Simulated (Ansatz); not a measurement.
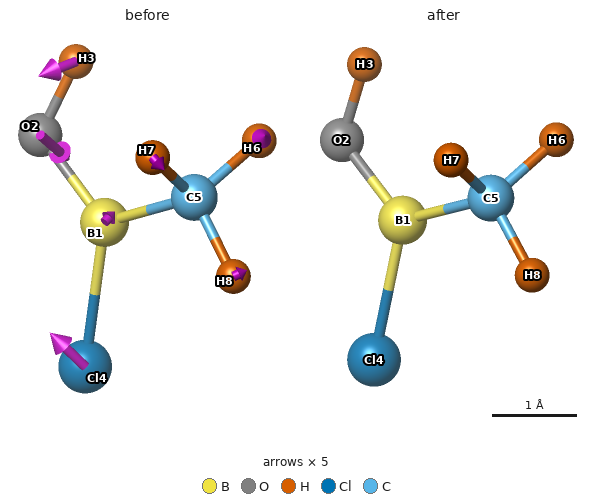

The structure of CH4BClO before (left) and after (right) a relaxation, at one scale. The purple arrows give the displacements, 5 times their true length.

A ball-and-stick model, seen from a free direction.

The run prepares the start of a later molecular dynamics calculation, from a guessed geometry.

All numbers below come from Ansatz, RKS PBE-D4/STO-3G.

Input file:
```yaml
crystal:
  periodic: [false, false, false]
  atoms:
    - { symbol: B, position_ang: [0.0, 0.0, 0.0] }
    - { symbol: O, position_ang: [0.0, 0.0, 1.41] }
    - { symbol: H, position_ang: [-0.9095, -0.2814, 1.7471] }
    - { symbol: Cl, position_ang: [1.6108, 0.0, -0.93] }
    - { symbol: C, position_ang: [-1.3856, 0.0, -0.8] }
    - { symbol: H, position_ang: [-1.9458, -0.9305, -0.5708] }
    - { symbol: H, position_ang: [-1.9898, 0.8797, -0.4946] }
    - { symbol: H, position_ang: [-1.1839, 0.0508, -1.8903] }
basis:
  gaussian: { orbitals: STO-3G }
hamiltonian:
  xc: pbe
  dispersion: d4
relax:
  f_tol: 0.02
  max_steps: 40
```

Run as
```bash
ansatz run input.yaml --threads 1 --pin off --max-ram 2048MiB --backend cpu --events-out ev --progress --plain --runs-dir out
```

### Describe what moved and what it gained.

The atom that moves furthest after the best rigid fit is O2 (0.16 Å). By element the largest moves are O 0.16 Å, Cl 0.12 Å, H 0.11 Å, B 0.04 Å, C 0.01 Å. Near-neighbour distances that change, for instance: B1–Cl4 1.860 → 1.808 Å, B1–O2 1.410 → 1.368 Å, O2–H3 1.010 → 1.029 Å, B1–C5 1.600 → 1.587 Å. Among the angles between lasting bonds that change: O2–B1–Cl4 120.0° → 113.9°, O2–B1–C5 120.0° → 125.3°, B1–C5–H8 109.5° → 112.2°. After 6 geometry steps the energy has fallen by 5.46 kcal/mol. Largest force component: 2 eV/Å at the start, 0.011 eV/Å at the end.

Limits of the set-up: STO-3G is a minimal basis, so the numbers are rough.
